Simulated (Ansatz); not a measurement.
**FGaH2S2: density, localisation and related maps**

Input

```
crystal:
  periodic: [false, false, false]
  atoms:
    - symbol: F
      position_ang: [0.897737, -1.744833, -2.358066]
    - symbol: Ga
      position_ang: [0.450245, -0.742637, -0.994801]
    - symbol: S
      position_ang: [1.515892, 1.149655, -0.761120]
    - symbol: S
      position_ang: [-1.127732, -1.520959, 0.305200]
    - symbol: H
      position_ang: [0.821977, 1.474414, 0.353166]
    - symbol: H
      position_ang: [-1.257332, -2.638823, -0.445174]
basis:
  gaussian:
    orbitals: def2-TZVPD
output: {forces: true, orbitals: {seedname: orbitals}}
hamiltonian:
  xc: pbe0
```

Run with:

```sh
ansatz run input.yaml --threads 2 --pin off --max-ram 5220MiB --events-out events.jsonl --progress --plain --runs-dir runs
```

Geometry: PBE0-D4/def2-SVP.

Theory: Ansatz, isolated molecule in a Gaussian basis; Kohn-Sham density functional theory, functional PBE0.

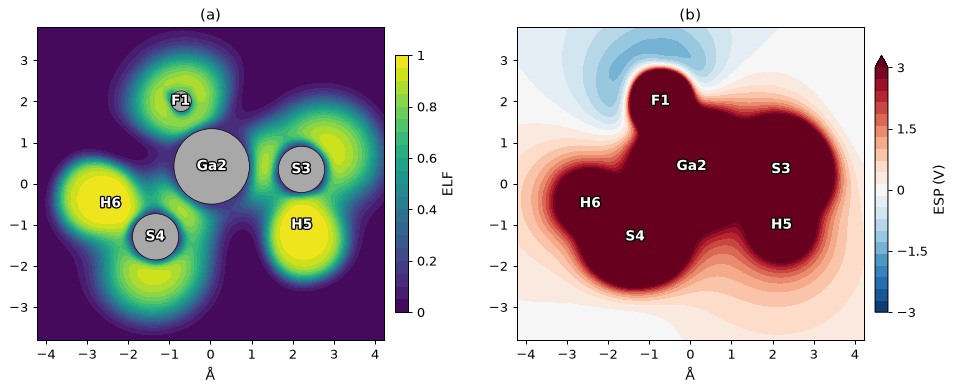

Figure 1. (a) electron localisation function; (b) electrostatic potential on the molecular plane. Grey discs cover the atomic cores in the ELF map.

Describe what can be read from this map.

Answer.
- The plane passes through F, Ga, S and H nuclei.
- Ga–F (1.75 Å): the ELF peaks at about 0.80 in the valence shell of F, 0.5 Å from its nucleus, and is about 0.15 at the midpoint.
- Ga–S (2.18 Å): the ELF peaks at about 0.85 in the valence shell of S, 0.9 Å from its nucleus, and is about 0.70 at the midpoint.
- S–H (1.35 Å): the ELF climbs to about 1 towards the hydrogen, as it does in any bond to H.
- The ELF also peaks beside S4, S3 and F1, away from the bonds: lone-pair regions.
- Outside the dense part of the molecule the potential is most negative (−1.4 V) near F1.

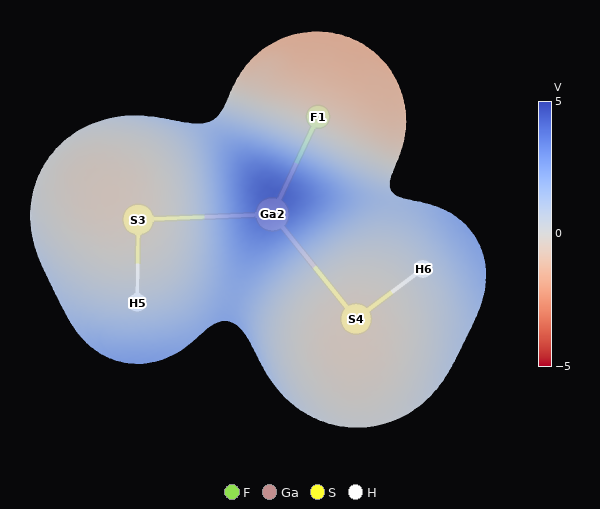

Figure 2. The molecular electrostatic potential painted on the density surface at 0.004 e/bohr³, seen across its widest extent; the colour scale runs from red (negative) to blue (positive).

Where is the surface potential most negative and most positive?

Answer. The most negative region (about −1.4 V) lies over F1, the most positive (about +4.1 V) over Ga2.

How polar is the molecule by this calculation?

Answer. Its dipole moment is 1.75 D.

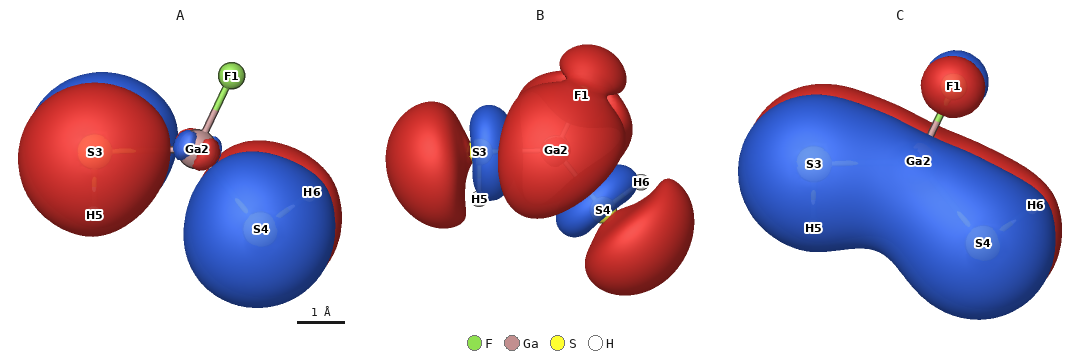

Figure 3. Three frontier orbitals at ±0.04 Å⁻³ᐟ² (red and blue are the two phases), in no order.

Which picture is the HOMO−1, the HOMO and the LUMO?

Answer. C is the HOMO−1 (−8.51 eV). Its weight (Hirshfeld) is mainly on S3 (about 40 %), S4 (about 40 %) and Ga2 (about 15 %); it changes sign across the molecular plane (π type); π-bonding across Ga2–S3 and Ga2–S4. A is the HOMO (−8.00 eV). Its weight (Hirshfeld) is mainly on S4 (about 45 %), S3 (about 45 %) and Ga2 (about 10 %); it changes sign across the molecular plane (π type). B is the LUMO (−1.45 eV). It lies mainly on Ga2 (about 45 %), S3 (about 20 %), S4 (about 20 %) and F1 (about 10 %); it is symmetric in the molecular plane (an in-plane orbital: σ, lone-pair or in-plane π type).

What is the HOMO–LUMO gap?

Answer. 6.55 eV between the orbital energies.
